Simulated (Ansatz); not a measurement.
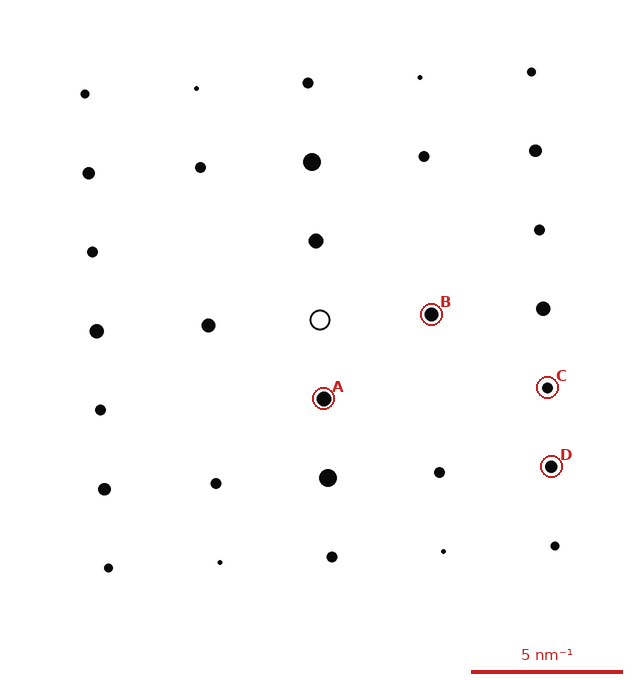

Kinematic zone-axis pattern, calculated for 120 keV electrons with B = 0.5 Å². The zone axis points towards the electron source and the pattern is seen from the source side.

The sample is BePdO₃, space group Pm-3m (No. 221), a = 3.81 Å. Structure: the end point of a relaxation with Ansatz, DFT PBEsol, scalar-relativistic, plane waves, PAW; the starting structure was generated, so it need not be a known form of this composition.

```cif
data_structure
_symmetry_space_group_name_H-M 'Pm-3m'
_symmetry_Int_Tables_number 221
_cell_length_a 3.8140
_cell_length_b 3.8140
_cell_length_c 3.8140
_cell_angle_alpha 90.000
_cell_angle_beta 90.000
_cell_angle_gamma 90.000
_cell_volume 55.48
loop_
_atom_site_label
_atom_site_type_symbol
_atom_site_symmetry_multiplicity
_atom_site_Wyckoff_symbol
_atom_site_fract_x
_atom_site_fract_y
_atom_site_fract_z
_atom_site_occupancy
Be1 Be 1 a 0.00000 0.00000 0.00000 1
Pd1 Pd 1 b 0.50000 0.50000 0.50000 1
O1 O 3 c 0.00000 0.50000 0.50000 1
```

Spot A is indexed 0 0 -1 and spot B -1 1 0.

Give hkl for C, D.

Answer. C = A + 2B = -2 2 -1 (d = 1.271 Å). D = 2A + 2B = -2 2 -2 (d = 1.101 Å).

Find the zone axis.

Answer. The cross product of A and B is parallel to [110]; every spot obeys hu + kv + lw = 0.

What are the spacings of A and B and the angle between them?

Answer. d(A) = 3.814 Å, d(B) = 2.697 Å, and the angle is 90.0°.
